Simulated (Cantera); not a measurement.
Input: 1 mol SiH4, 74 mol N2, 2.4 mol NH3, at 10000 Pa.

Method: chemical equilibrium by Gibbs-energy minimisation in Cantera with the NASA 1993 tables (ideal gas, pure condensed phases). Candidate condensed phases: Si, Si3N4; 18 gas species. The tables' values for SiN are old estimates; treat these amounts as uncertain. Gases not in the tables: Si2H6 and higher silanes. Rates play no part.

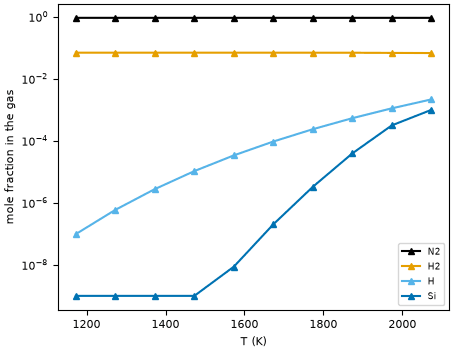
Figure. Equilibrium gas composition (values under 1e-9 drawn at 1e-9)

From 1173 K to 1873 K the condensed part is Si3N4(s). From 1973 K to 2073 K the condensed part is Si(l).
